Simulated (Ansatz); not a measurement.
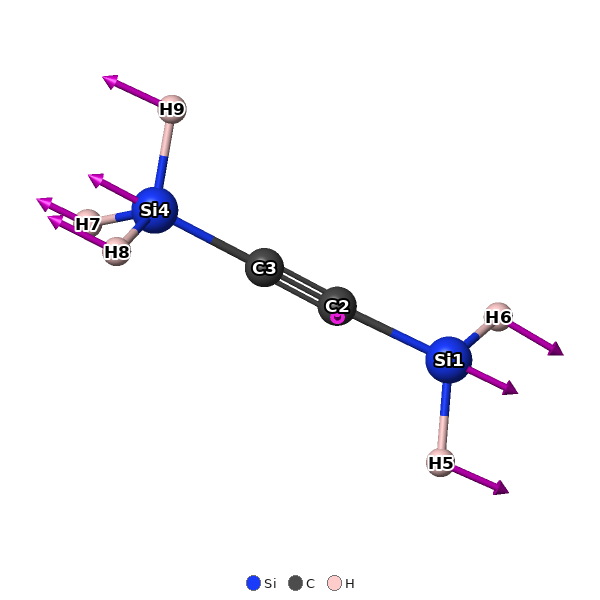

The arrows show one normal mode. Charge 0, doublet. Harmonic vibrations computed with UKS PBE0-D4/def2-TZVP (Ansatz 0.2.0) at a stationary point of the same level.

**At what wavenumber does it lie?**

426 cm⁻¹; it is mode 6 of 21 counted from the lowest.
